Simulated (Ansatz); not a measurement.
CH₇BOSSi

Input file:

```
crystal:
  periodic: [false, false, false]
  atoms:
    - {symbol: C, position_ang: [-1.735566, -0.247879, 1.240992]}
    - {symbol: B, position_ang: [-0.445220, -0.459237, 0.380081]}
    - {symbol: S, position_ang: [0.137098, -2.166328, 0.130216]}
    - {symbol: O, position_ang: [0.185930, 0.622805, -0.144083]}
    - {symbol: Si, position_ang: [1.441730, 1.044896, -1.114010]}
    - {symbol: H, position_ang: [-1.509402, 0.406582, 2.089304]}
    - {symbol: H, position_ang: [-2.493875, 0.272177, 0.646235]}
    - {symbol: H, position_ang: [-2.172794, -1.170189, 1.625144]}
    - {symbol: H, position_ang: [1.224586, -1.901323, -0.613522]}
    - {symbol: H, position_ang: [2.124912, 2.202117, -0.491408]}
    - {symbol: H, position_ang: [2.408543, -0.075924, -1.267426]}
    - {symbol: H, position_ang: [0.911258, 1.417103, -2.447524]}
basis:
  gaussian: {orbitals: def2-TZVPP}
hamiltonian: {xc: pbe0, dispersion: d4}
output: {orbitals: {seedname: orbitals}}
```

Command:

```sh
ansatz run in.yaml --threads 4 --pin off --events-out ev --progress --plain --max-ram 10444MiB
```

Geometry: PBE0-D4/def2-TZVP.

These are results of RKS PBE0-D4/def2-TZVPP (Ansatz), not measurements.

### What can the converged electron density and electron localisation function tell about the bonding?

B–O (1.36 Å): ρ is about 2.1 e/Å³ halfway; the ELF peaks at about 0.90 between the atoms; a polar covalent bond.
C–B (1.57 Å): the density is about 1.5 e/Å³ at the midpoint; the ELF peaks at about 1 between the atoms (localised, covalent bonding).
Si–O (1.64 Å): ρ at the midpoint is about 1.2 e/Å³; the ELF peaks at about 0.85 between the atoms (a polar covalent bond).
B–S (1.82 Å): ρ at the midpoint is about 1.2 e/Å³; the ELF peaks at about 0.95 between the atoms, as expected for localised, covalent bonding.

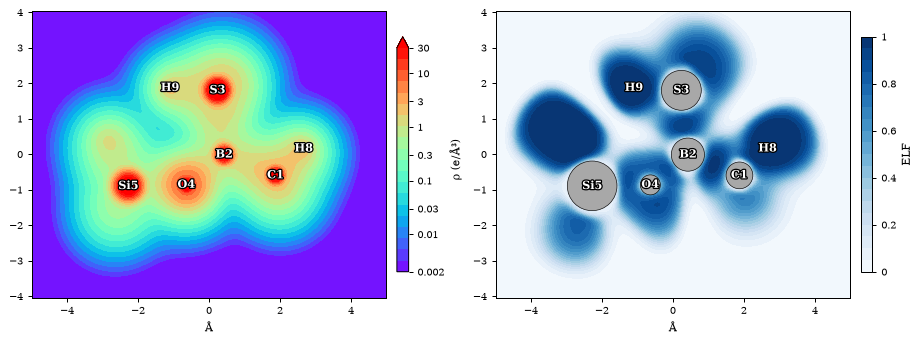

Computed electron density and electron localisation function on the plane of atoms S3, B2 and O4, in this order. Grey discs cover the atomic cores in the ELF map. 
